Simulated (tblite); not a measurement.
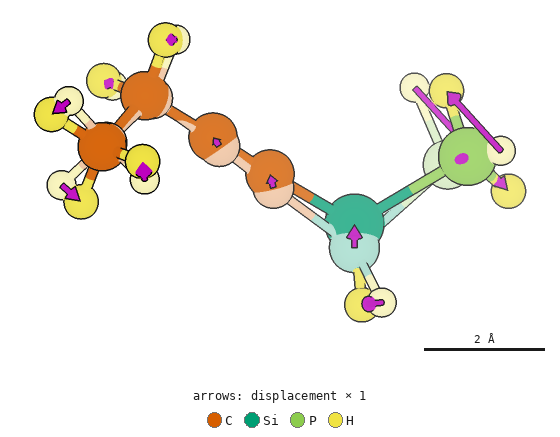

This is a relaxation of C4H8PSi (multiplicity 2). The starting structure is drawn faded, the final one solid; purple arrows show the displacements, at their true length. The two geometries are superimposed by the best rigid fit.

A ball-and-stick model, seen at a tilt.

Method: GFN2-xTB geometry optimisation, gas phase in tblite. 

Q: Atoms of which element are displaced furthest, and by how much?

A: Hydrogen: up to 2.35 Å, against 0.93 Å for phosphorus.

Q: Describe the change and its energy.

A: The largest move after the best rigid fit is that of an H atom, 2.35 Å. By element the largest moves are H 2.35 Å, P 0.93 Å, Si 0.42 Å, C 0.24 Å. Near-neighbour distances that change, for instance: H–P 1.452 → 1.384 Å, C–C 1.487 → 1.530 Å, P–Si 2.194 → 2.233 Å, C–H 1.129 → 1.094 Å. Among the angles between lasting bonds that change: Si–P–H 111.3° → 95.2°, H–P–H 106.6° → 92.5°, Si–P–H 108.1° → 95.7°. Groups turn about P–Si by about 145°, C–C by about 25°. After 170 geometry steps the energy has fallen by 80.9 kJ/mol. The run took 1.2 s on 1 thread of Arm Neoverse V1, with other jobs on the host.
